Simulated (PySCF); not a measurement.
# C2H3Br, charge +1, doublet, SMILES `[CH2][CH+]Br`: electronic structure

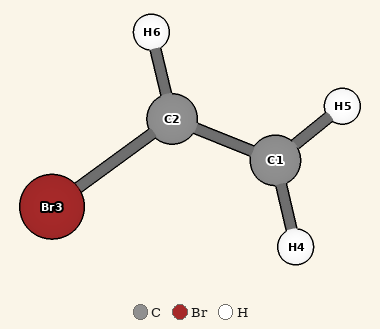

The molecule, with its atoms numbered as below. No frequency check shows the geometry to be a minimum.

Cartesian coordinates (Å):

```
C1       2.1051   -0.3133   -0.0004
C2       1.0532    0.5393    0.0018
Br3     -0.7205   -0.0475   -0.0003
H4       1.9897   -1.3912    0.0097
H5       3.1179    0.0762   -0.0120
H6       1.1600    1.6218    0.0045
```

## 1. Bonding charge

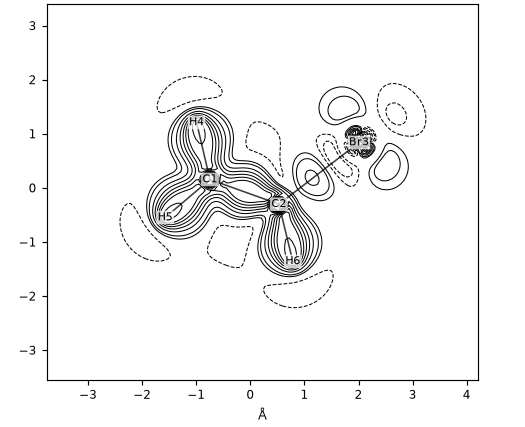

Deformation density (molecule less spherical, spin-averaged free atoms) in the molecular plane; contours at ±0.05 to ±0.8 e/Å³; solid lines: gain, dashed lines: loss.

Method: PBE0/def2-TZVP; geometry: GFN2-xTB; program: PySCF. The stability of the open-shell solution wasn't checked. GFN2-xTB doesn't know the spin state, so this open-shell geometry is rough.

How much density has each bond in this plane gained at its critical point, relative to the free atoms?

Answer. C2–H6: +0.83 e/Å³ at the bond critical point (bond length 1.09 Å, Mayer order 0.9). C1–H4: +0.82 e/Å³ at the bond critical point (bond length 1.08 Å, Mayer order 0.9). C1–H5: +0.82 e/Å³ at the bond critical point (bond length 1.08 Å, Mayer order 0.9). C1–C2: +0.78 e/Å³ at the bond critical point (bond length 1.35 Å, Mayer order 1.6). C2–Br3: +0.22 e/Å³ at the bond critical point (bond length 1.87 Å, Mayer order 1.4). In all, 1.2 electrons gather in the regions of gain relative to the promolecule of neutral atoms (the regions of loss give up this much and the cation's charge besides).

Where do the Hirshfeld charges lie?

Answer. The highest Hirshfeld charge is on Br3 (+0.43 e), the lowest on C2 (+0.09 e).

## 2. Bond critical points

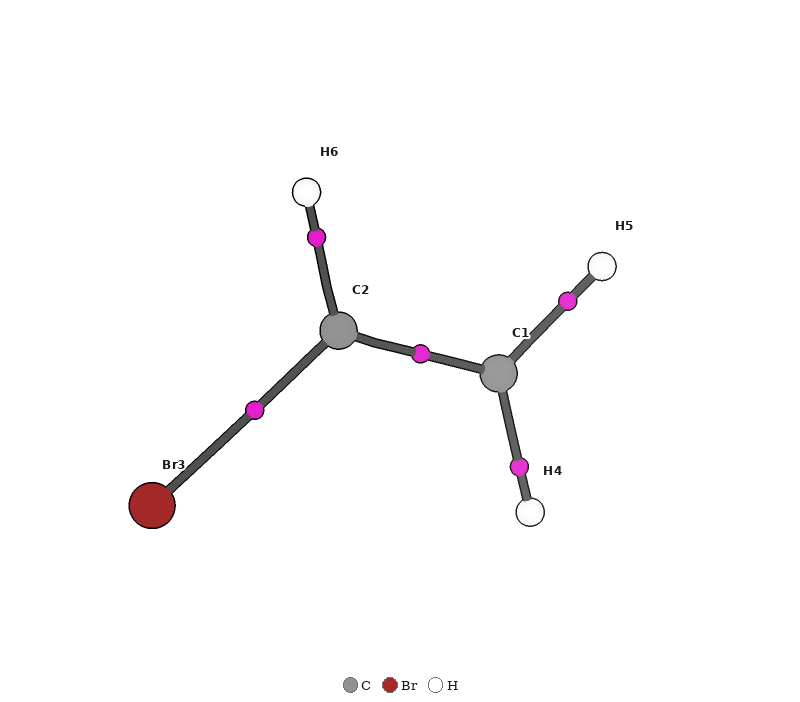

Molecular graph of the electron density (QTAIM): bond paths, bond critical points (magenta), ring points (cyan, if any); weak paths are dashed.

How many critical points of each kind are there, and does the count close?

Answer. 6 nuclei, 5 bond, 0 ring and 0 cage critical points: 6 − 5 + 0 − 0 = 1, as the Poincaré–Hopf relation requires.

Give the properties at the bond critical points.

Answer.
| bond | length (Å) | ρ (a.u.) | ∇²ρ (a.u.) | ε | H (a.u.) |
| --- | --- | --- | --- | --- | --- |
| C1–C2 | 1.354 | 0.346 | −1.12 | 0.14 | −0.399 |
| C1–H4 | 1.084 | 0.292 | −1.11 | 0.02 | −0.304 |
| C2–H6 | 1.088 | 0.291 | −1.10 | 0.01 | −0.302 |
| C1–H5 | 1.085 | 0.291 | −1.10 | 0.02 | −0.302 |
| C2–Br3 | 1.868 | 0.177 | −0.22 | 0.09 | −0.121 |

What kind of interaction is C1–H5?

Answer. Shared-shell (covalent): ρ = 0.291, ∇²ρ = −1.10, H = −0.302 a.u.

## 3. Local ionisation energy

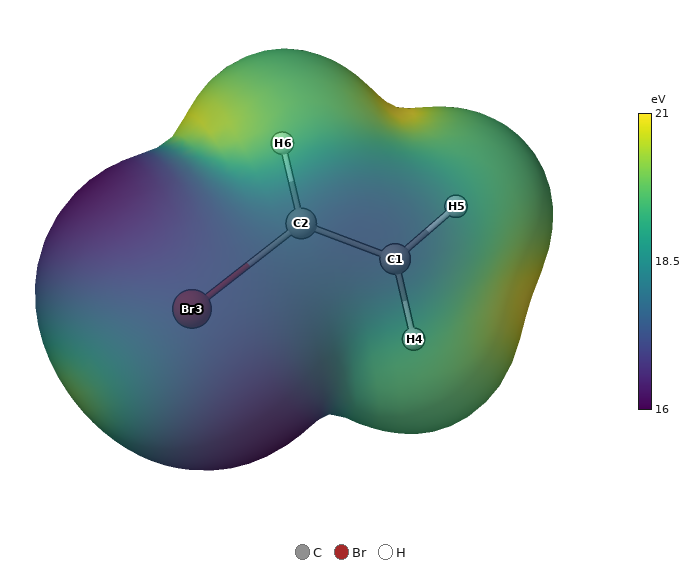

Average local ionisation energy on the surface of electron density 0.001 a.u.

Where are the most loosely bound electrons on this surface?

Answer. The lowest value is 16.1 eV, 2.2 Å from Br3. Further minima include 17.4 eV, off the C1–C2 bond (2.0 Å from its atoms), and at like points elsewhere; 19.5 eV, 1.2 Å from H5. For comparison, the highest occupied orbital lies at −15.0 eV.

## 4. Spin density

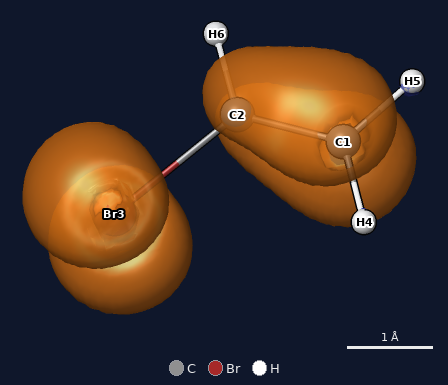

Spin density ρα − ρβ at ±0.03 e/Å³ (orange: excess α, blue: excess β).

How is the spin shared among the atoms?

Answer. Hirshfeld spin populations: Br3 +0.44, C1 +0.37 and C2 +0.15. ⟨S²⟩ = 0.76, against 0.75 for a pure state.

## 5. In an electric field

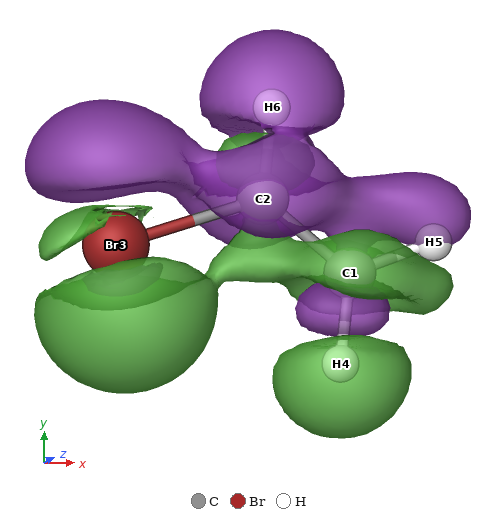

Change of the electron density in a uniform field of 0.26 V/Å, surfaces at ±0.0015 e/Å³ (purple: gain, green: loss).

Method: PBE0/def2-SVPD; geometry: GFN2-xTB; program: PySCF. The stability of the open-shell solution wasn't checked. GFN2-xTB doesn't know the spin state, so this open-shell geometry is rough.

Along which Cartesian direction does the field point?

Answer. Along −y: electrons gather on the +y side, against the field.

What dipole is induced, and what polarisability does it imply?

Answer. The induced dipole is 0.44 D (along the field); α along this axis, from the fields in both directions, is 34 bohr³ (5.1 Å³).

Which atoms gain and lose the most charge?

Answer. Electrons gather most on H6 (Hirshfeld charge changes by −0.010 e) and leave H4 most (+0.009 e); 0.046 electrons are displaced in all.
